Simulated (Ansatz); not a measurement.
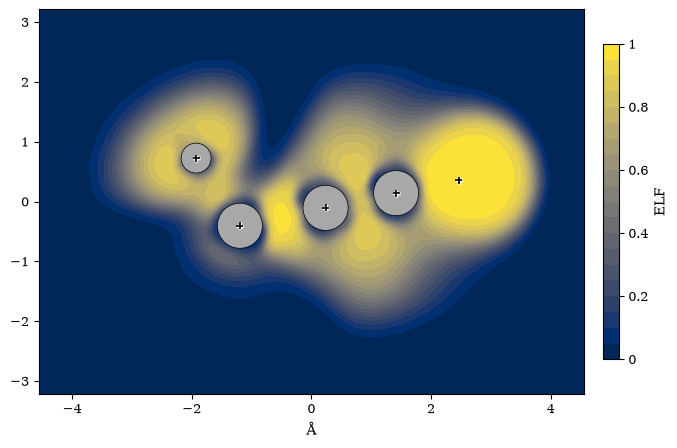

The electron localisation function on a plane through atoms (crosses mark nuclei in the plane; grey discs cover the cores).

Method: Ansatz, isolated molecule in a Gaussian basis; Kohn-Sham density functional theory, functional PBE0.

Candidates:
A. C3HF3 (SMILES C#CC(F)(F)F)
B. C2H4AlB (SMILES [AlH2][C]1=CB1)
C. CH2SSn (SMILES [CH2]=[Sn][S-]) (charge −1, doublet)

**Which system is this?**

Candidate A: C3HF3 on the plane of atoms C2, C3 and F6, which holds C, F and H. C–C (1.20 Å): the ELF peaks at about 0.85 between the atoms (a short, multiple covalent bond). C–F (1.35 Å): the ELF peaks at about 0.80 between the atoms, as expected for a polar covalent bond.
